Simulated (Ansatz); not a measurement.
## Response to strain in MoTe2

The parent structure is MoTe2 (space group P6_3/mmc, No. 194; a = 3.434 Å, c = 13.329 Å; layered, stacked along the Cartesian z axis). Axes: x lies along a and z along c of the hexagonal cell.

Strains are applied to the cell and any free atomic positions relax.

Level of theory: plane-wave PAW DFT at the PBEsol-D3(BJ) level (Ansatz, a first-principles code, 420 eV), spin-orbit coupling left out.

Notes on the quantities. energy relative to the base: free energy F.

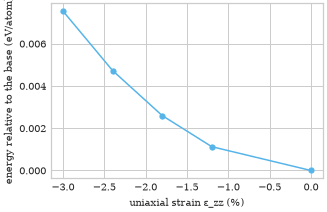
*Energy relative to the base against uniaxial strain ε_zz*

```tsv
uniaxial strain ε_zz (%)	energy relative to the base
-3	+7.5 meV/atom
-2.4	+4.7 meV/atom
-1.8	+2.6 meV/atom
-1.2	+1.1 meV/atom
```

The mesh was chosen for an insulator and is coarse for the gapless case. Stability against distortions was not tested. The final runs are not spin-polarised.
